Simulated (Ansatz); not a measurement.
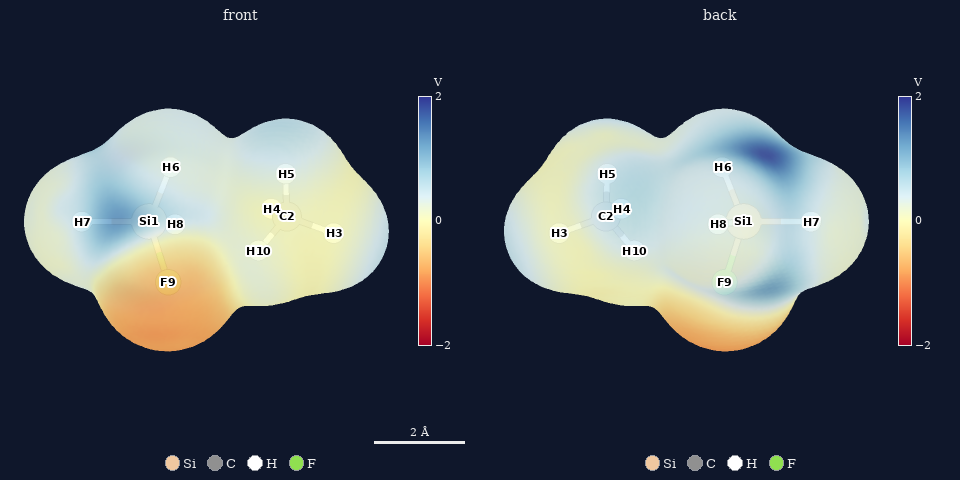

Figure 1: FH$_{3}$Si···CH$_{4}$. The electrostatic potential painted on the density surface at 0.002 e/bohr³, seen from the front and from behind; the colour scale runs from red (negative) to blue (positive).

Not at a stationary point (largest force 1.3 eV/Å).

These are results of RKS PBE-D4/def2-SVPD in Ansatz 0.2.0, not measurements.

The calculation's input:

```
crystal:
  periodic: [false, false, false]
  atoms:
    - { symbol: Si, position_ang: [0.0, 0.0, 0.0] }
    - { symbol: C, position_ang: [0.0, 0.0, 2.22] }
    - { symbol: H, position_ang: [-0.9996, -0.3092, 2.5905] }
    - { symbol: H, position_ang: [0.7676, -0.7111, 2.5905] }
    - { symbol: H, position_ang: [0.232, 1.0203, 2.5905] }
    - { symbol: H, position_ang: [1.3768, 0.0, -0.4862] }
    - { symbol: H, position_ang: [-0.6877, 1.1914, -0.4862] }
    - { symbol: H, position_ang: [-0.6877, -1.1914, -0.4862] }
    - { symbol: F, position_ang: [-1.7638, 0.3257, 0.596] }
    - { symbol: H, position_ang: [-1.2268, 0.2266, 1.6943] }
basis:
  gaussian: { orbitals: def2-SVPD }
hamiltonian:
  xc: pbe
  dispersion: d4
relax:
  f_tol: 0.15
  max_steps: 25
  restrain:
    - { distance: [0, 8], at: 1.59, k: 30.0 }
    - { distance: [9, 1], at: 1.11, k: 30.0 }
    - { distance: [0, 1], at: 3.07, k: 30.0 }
    - { distance: [9, 8], at: 2.12, k: 30.0 }
output:
  orbitals: {}
```

Launched as:

```sh
ansatz run input.yaml --threads 4 --pin off --max-ram 5120MiB --backend cpu --events-out ev --progress --plain --runs-dir out
```

The fields are those of the run's last geometry, not of the input's.

Question: Which sites attract a positive test charge, and which a negative one?

Answer: A positive charge is drawn to the negative regions and a negative charge to the positive ones. The most negative region (about −0.9 V) lies over F9, the most positive (about +1.7 V) over Si1.
